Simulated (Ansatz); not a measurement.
# Sn, pressure series

Base system: Sn in the diamond structure (space group Fd-3m, No. 227; a = 6.5665 Å).

Cell and atoms are relaxed at each pressure.

The values are results of r2SCAN (Ansatz, an electronic-structure program; PAW; 500 eV plane waves; without spin-orbit coupling), not measurements.

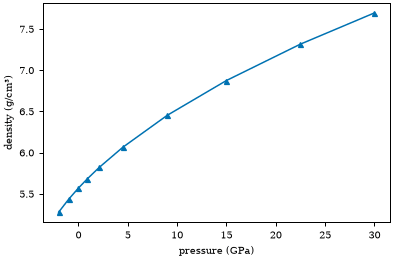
Fig. 1. Density against pressure

```csv
pressure (GPa),density
-2,5.28 g/cm³
-1,5.43 g/cm³
0.9,5.68 g/cm³
2.1,5.82 g/cm³
4.5,6.06 g/cm³
9,6.45 g/cm³
15,6.87 g/cm³
22.5,7.32 g/cm³
30,7.69 g/cm³
```

Load acts through the strain it causes; cell and atoms are relaxed under it. No phonon test of stability was made. Tetrahedral semiconductors of this kind turn to denser phases somewhere between about 1 and 50 GPa; those were not computed, so compressed cells here can lie past the real transition.
